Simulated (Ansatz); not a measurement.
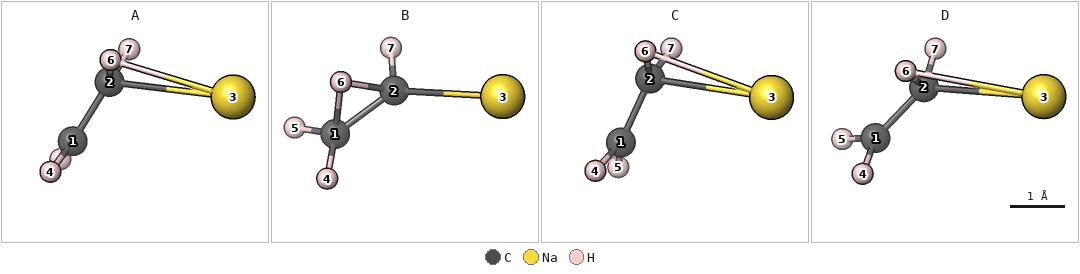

4 geometries from a converged minimum-energy path of C₂H₄Na (charge +1), shuffled. The picture is a ball-and-stick view, seen from a free direction.

Level of theory: Ansatz 0.2.0, RKS BHLYP-D4/6-31G*. Run with 9 movable images; climbing image; force threshold 0.05 eV/Å; iteration limit 60; starting path through a guess of the saddle point.

**Which of them lies highest in energy?**

B. In order along the path, whose images run from 0 to 10: B (image 2, +0.13 eV), D (image 4, −1.17 eV), A (image 6, −2.12 eV), C (image 7, −2.22 eV). A hydrogen atom shifts from one atom to another. Breaking: C1–H6 (1.12 → 1.33 at the top → 2.11 Å). Forming: C2–H6 (1.91 → 1.27 at the top → 1.08 Å).

Cost: 6.1 min on 1 thread of Arm Neoverse N1, on a shared host, peak memory 0.11 GiB.
